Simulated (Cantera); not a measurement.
A closed system holds: 1 mol Cu₂O, 6.2 mol H₂, 4.3 mol H₂O, at 15000 Pa.

These are equilibrium values from Cantera (NASA tables, ideal gas, pure condensed phases), not measurements of a reactor. Candidate condensed phases: Cu, CuO, Cu(OH)₂, Cu₂O, H₂O; 12 gas species. Equilibrium is a limit: real reactors are often held back by kinetics, nucleation or transport.

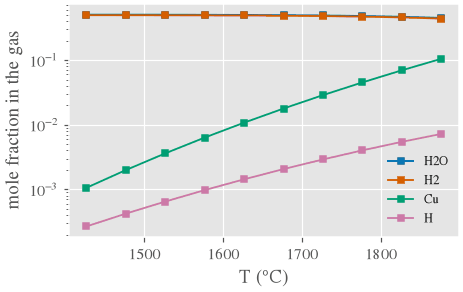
Equilibrium gas composition (values under 1e-9 drawn at 1e-9)

**Question.** Read off the mole fractions at 1777 °C.

**Answer.** H₂O about 0.48, H₂ about 0.47, Cu about 0.045, H about 0.0040.
